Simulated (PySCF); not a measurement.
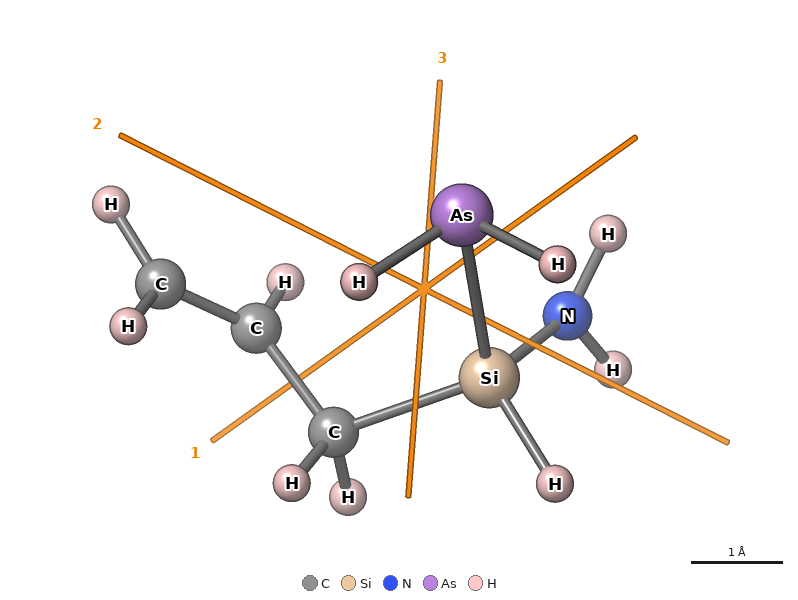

The three principal axes of inertia are drawn and numbered. Atoms fade into the background with distance from the viewer. The computed structure is the end point of a PBE0-D3(BJ)/def2-SVP optimisation. No frequency run is at hand to confirm it as a minimum. Masses are those of the most abundant isotopes; constants are for the rigid equilibrium geometry.

**Which line is the a axis (least moment of inertia), which b and which c?**

a is line 1, b is line 2, c is line 3; the moments are 254, 380, 547 u Å².

**Classify the rotor and give the rotational constants (GHz).**

An asymmetric top (C1): A = 1.99, B = 1.33, C = 0.924 GHz. Ray's parameter κ is −0.24, nearer the prolate limit.
